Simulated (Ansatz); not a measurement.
CdTe (zinc blende)

```xyz
2
Lattice="0.0000 3.2788 3.2788 3.2788 0.0000 3.2788 3.2788 3.2788 0.0000" Properties=species:S:1:pos:R:3 pbc="T T T"
Te     4.9182     4.9182     4.9182
Cd     0.0000     0.0000     0.0000
```

Equation-of-state scan: isotropic scaling of the cell above, V₀ being its volume. Symmetry pins the atoms to their sites.

All values below come from r2SCAN (plane waves to 500 eV, PAW, scalar-relativistic; Ansatz, an electronic-structure program). k mesh 9×9×9 (Γ-centred), Fermi-Dirac smearing 0.05 eV. E stands for the smeared free energy. CdTe was relaxed with its symmetry unable to fall. Spin-orbit coupling is left out, though Te is heavy. The zero of ΔE is the relaxed starting cell.

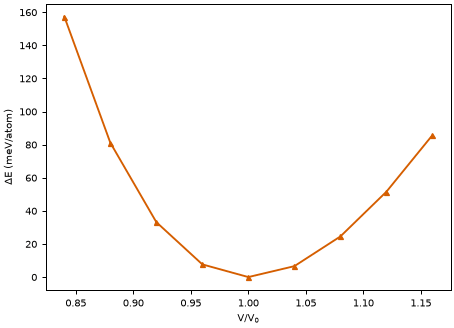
Figure. ΔE (meV/atom) against V/V₀; one marker a computed point.

Problem. What is ΔE at V/V₀ = 1.160?

Solution. About 86 meV/atom.

Problem. What is ΔE at V/V₀ = 0.840?

Solution. About 160 meV/atom.

Problem. What bulk modulus B₀ follows from a third-order Birch-Murnaghan fit?

Solution. About 40 GPa.

(A scan under strain: stresses follow from slopes of the energy per volume, elastic moduli from its curvatures.)
